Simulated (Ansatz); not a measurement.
# C3H11BFN: how energies converge with the basis set

How large a basis does C3H11BFN need? Two functionals are run in growing sets.

Method: one geometry, several basis sets; program: Ansatz 0.2.0, Gaussian basis.

Levels to be run: PBE0-D4/def2-SVP; ωB97M-V/def2-SVP; PBE0-D4/def2-QZVPP; ωB97M-V/def2-QZVPP; the functionals' def2-TZVPP values are taken from earlier runs.

**1. Structure used throughout**

The geometry comes from an earlier relaxation with PBE0-D4 in a triple-zeta def2 set; it is a stationary point, not always the lowest conformer.

SMILES `C[NH2+][B-](C)(C)F`, 17 atoms, charge 0, spin multiplicity 1.

Atoms are counted from 1 here; the program's logs count them from 0.

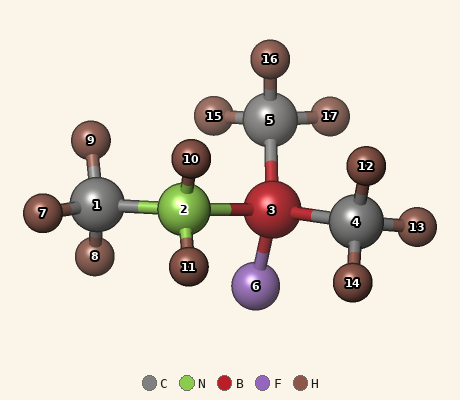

The geometry (carbon grey, nitrogen green, boron red, fluorine purple, hydrogen brown); atoms are numbered from 1 in the order of the file.

**2. PBE0-D4 in def2-SVP**

File in.yaml:

```yaml
crystal:
  periodic: [false, false, false]
  atoms:
    - {symbol: C, position_ang: [-1.531601, -1.329397, -0.494588]}
    - {symbol: N, position_ang: [-0.101644, -0.994447, -0.452422]}
    - {symbol: B, position_ang: [0.257070, 0.616626, -0.156393]}
    - {symbol: C, position_ang: [1.858897, 0.709267, -0.265828]}
    - {symbol: C, position_ang: [-0.375598, 1.014323, 1.265584]}
    - {symbol: F, position_ang: [-0.393054, 1.248017, -1.241138]}
    - {symbol: H, position_ang: [-1.692532, -2.359466, -0.816588]}
    - {symbol: H, position_ang: [-2.018191, -0.642835, -1.184713]}
    - {symbol: H, position_ang: [-1.956100, -1.187287, 0.497051]}
    - {symbol: H, position_ang: [0.380908, -1.561520, 0.238003]}
    - {symbol: H, position_ang: [0.328187, -1.199085, -1.350861]}
    - {symbol: H, position_ang: [2.383570, 0.136266, 0.508219]}
    - {symbol: H, position_ang: [2.176054, 1.749568, -0.147602]}
    - {symbol: H, position_ang: [2.240741, 0.378740, -1.240542]}
    - {symbol: H, position_ang: [-1.470632, 0.987980, 1.279202]}
    - {symbol: H, position_ang: [-0.015443, 0.390976, 2.093180]}
    - {symbol: H, position_ang: [-0.089531, 2.041972, 1.509436]}
basis:
  gaussian: {orbitals: def2-SVP}
hamiltonian: {xc: pbe0, dispersion: d4}
output: {orbitals: {seedname: orbitals}}
```

Run with:

```bash
$ ansatz run in.yaml --threads 4 --pin off --events-out ev --progress --plain --max-ram 11315MiB
```

The log of the run:

```text
Functional definition: PBE0
  name "PBE0"
  cite "Adamo & Barone, J. Chem. Phys. 110, 6158 (1999) doi:10.1063/1.478522"
  cite "Perdew, Burke & Ernzerhof, Phys. Rev. Lett. 77, 3865 (1996) doi:10.1103/PhysRevLett.77.3865"
  parent pbe
  parameter a = 0.25
  parameter kappa = 0.804
  parameter beta = 0.06672455060314922
  exchange = (1 - a)*pbe_x(kappa = kappa, mu = beta*pi^2/3) + a*exact_x
  correlation = pbe_c(beta = beta)
1586 factors; their error is unknown
mean field evaluation 1: about -8150.2035 eV, gradient 6.8e1 eV
mean field evaluation 2: about -8148.1740 eV, gradient 7.3e1 eV
mean field evaluation 4: about -8160.9948 eV, gradient 2.5e0 eV
mean field evaluation 8: about -8161.0041 eV, gradient 1.1e-1 eV
mean field evaluation 16: about -8160.9885 eV, gradient 1.5e-4 eV
mean field -8160.98852421 eV, -299.9107965479 hartree, gradient 2.6e-5 eV, S^2 0.000000; 0 other end points of the search recorded, 0 dependent functions left out
reference -8160.98855264 eV, -299.9107975929 hartree; 25, 25 occupied and 114, 114 virtual orbitals, 1586 factors
Total energy: -8161.26850815 eV, -299.9210857680 hartree
```

Run time: 1.7 s. Hardware: 4 threads of Arm Neoverse V2, shared host; peak memory 0.34 GiB.

**3. ωB97M-V in def2-SVP**

Edit in.yaml of step 2 so:

```diff
@@ -22,3 +22,3 @@
   gaussian: {orbitals: def2-SVP}
-hamiltonian: {xc: pbe0, dispersion: d4}
+hamiltonian: {xc: {name: wB97M-V}}
 output: {orbitals: {seedname: orbitals}}
```

Launched as before.

The log of the run, shortened:

```text
Functional definition: wB97M-V
  name "wB97M-V"
  cite "Mardirossian & Head-Gordon, J. Chem. Phys. 144, 214110 (2016) doi:10.1063/1.4952647"
  cite "Becke, J. Chem. Phys. 107, 8554 (1997) doi:10.1063/1.475007"
  cite "Vydrov & Van Voorhis, J. Chem. Phys. 133, 244103 (2010) doi:10.1063/1.3521275"
  # Of w^i u^j: cxij and so on, Table III.
[...]
  gx(w, u) = 1 - cx + cx01*u + cx10*w
  gss(w, u) = css00 + css04*u^4 + css10*w + css20*w^2 + css43*w^4*u^3
  gos(w, u) = cos00 + cos10*w + (cos20 + cos21*u)*w^2 + (cos60 + cos61*u)*w^6
[...]
      + integral(e_c_pw_mod_opposite_spin*gos(b97_w_opposite, b97_u_opposite)) + vv10(b, c)
1586 factors; their error is unknown
408 factors; integrals over basis functions are off by at most 7.5e-6 eV
[...]
mean field -8166.21833278 eV, -300.1029884679 hartree, gradient 3.5e-5 eV, S^2 0.000000; 0 other end points of the search recorded, 0 dependent functions left out
reference -8166.21837831 eV, -300.1029901412 hartree; 25, 25 occupied and 114, 114 virtual orbitals, 1586 factors
Total energy: -8166.21837831 eV, -300.1029901412 hartree
```

Run time: 6.5 s. Hardware: 4 threads of Arm Neoverse V2, shared host; peak memory 0.47 GiB.

**4. PBE0-D4 in def2-QZVPP**

Edit in.yaml of step 3 so:

```diff
@@ -21,4 +21,4 @@
 basis:
-  gaussian: {orbitals: def2-SVP}
-hamiltonian: {xc: {name: wB97M-V}}
+  gaussian: {orbitals: "def2-QZVPP.json"}
+hamiltonian: {xc: pbe0, dispersion: d4}
 output: {orbitals: {seedname: orbitals}}
```

Same command.

The log of the run:

```text
Functional definition: PBE0
  name "PBE0"
  cite "Adamo & Barone, J. Chem. Phys. 110, 6158 (1999) doi:10.1063/1.478522"
  cite "Perdew, Burke & Ernzerhof, Phys. Rev. Lett. 77, 3865 (1996) doi:10.1103/PhysRevLett.77.3865"
  parent pbe
  parameter a = 0.25
  parameter kappa = 0.804
  parameter beta = 0.06672455060314922
  exchange = (1 - a)*pbe_x(kappa = kappa, mu = beta*pi^2/3) + a*exact_x
  correlation = pbe_c(beta = beta)
1778 factors; their error is unknown
mean field evaluation 1: about -8154.9003 eV, gradient 8.6e1 eV
mean field evaluation 2: about -8146.8127 eV, gradient 1.0e2 eV
mean field evaluation 4: about -8170.6877 eV, gradient 4.6e0 eV
mean field evaluation 8: about -8170.7296 eV, gradient 5.5e-2 eV
mean field evaluation 16: about -8170.7269 eV, gradient 6.8e-5 eV
mean field -8170.72692902 eV, -300.2686763240 hartree, gradient 6.8e-5 eV, S^2 0.000000; 0 other end points of the search recorded, 0 dependent functions left out
reference -8170.72697408 eV, -300.2686779796 hartree; 25, 25 occupied and 647, 647 virtual orbitals, 1778 factors
Total energy: -8171.00692958 eV, -300.2789661548 hartree
```

It took 16 s on 4 threads of Arm Neoverse V2, shared host; peak memory 2.9 GiB.

**5. ωB97M-V in def2-QZVPP**

Edit in.yaml of step 4 so:

```diff
@@ -22,3 +22,3 @@
   gaussian: {orbitals: "def2-QZVPP.json"}
-hamiltonian: {xc: pbe0, dispersion: d4}
+hamiltonian: {xc: {name: wB97M-V}}
 output: {orbitals: {seedname: orbitals}}
```

Launched as before.

The log of the run, shortened:

```text
Functional definition: wB97M-V
  name "wB97M-V"
  cite "Mardirossian & Head-Gordon, J. Chem. Phys. 144, 214110 (2016) doi:10.1063/1.4952647"
  cite "Becke, J. Chem. Phys. 107, 8554 (1997) doi:10.1063/1.475007"
  cite "Vydrov & Van Voorhis, J. Chem. Phys. 133, 244103 (2010) doi:10.1063/1.3521275"
  # Of w^i u^j: cxij and so on, Table III.
[...]
  gx(w, u) = 1 - cx + cx01*u + cx10*w
  gss(w, u) = css00 + css04*u^4 + css10*w + css20*w^2 + css43*w^4*u^3
  gos(w, u) = cos00 + cos10*w + (cos20 + cos21*u)*w^2 + (cos60 + cos61*u)*w^6
[...]
      + integral(e_c_pw_mod_opposite_spin*gos(b97_w_opposite, b97_u_opposite)) + vv10(b, c)
1778 factors; their error is unknown
531 factors; integrals over basis functions are off by at most 5.7e-6 eV
[...]
mean field -8176.36034470 eV, -300.4757005317 hartree, gradient 3.9e-5 eV, S^2 0.000000; 0 other end points of the search recorded, 0 dependent functions left out
reference -8176.36041757 eV, -300.4757032095 hartree; 25, 25 occupied and 647, 647 virtual orbitals, 1778 factors
Total energy: -8176.36041757 eV, -300.4757032095 hartree
```

It took 33 s on 4 threads of Arm Neoverse V2, shared host; peak memory 3.5 GiB.

**6. Functionals by basis**

The def2-TZVPP values come from earlier runs at the same geometry.

| functional | basis | functions | energy (eV) | from the largest (eV) | HOMO (eV) | LUMO (eV) |
| --- | --- | --- | --- | --- | --- | --- |
| PBE0-D4 | def2-SVP | 139 | -8161.2685 | 9.738 | -7.19 | 0.85 |
| PBE0-D4 | def2-TZVPP | 340 | -8170.5546 | 0.452 | -7.35 | 0.26 |
| PBE0-D4 | def2-QZVPP | 672 | -8171.0069 | 0.000 | -7.37 | -0.12 |
| ωB97M-V | def2-SVP | 139 | -8166.2184 | 10.142 | -9.52 | 2.46 |
| ωB97M-V | def2-TZVPP | 340 | -8175.9272 | 0.433 | -9.68 | 1.66 |
| ωB97M-V | def2-QZVPP | 672 | -8176.3604 | 0.000 | -9.70 | 1.00 |

**7. Outcome**

```
                                       quantity           value
PBE0-D4: double and triple zeta above quadruple   9.74, 0.45 eV
ωB97M-V: double and triple zeta above quadruple  10.14, 0.43 eV
```

In words: For PBE0-D4 the step from double to triple zeta gains 9.29 eV and the next only 0.45 eV. These are total energies; as a rule much of such shifts cancels in differences, which this series doesn't test. The LUMO of ωB97M-V is positive and keeps falling with the basis (2.46 to 1.00 eV): an unbound level that the basis holds in place.

For PBE0-D4 the largest set took about 9 times as long as the smallest (16 s against 1.7 s).
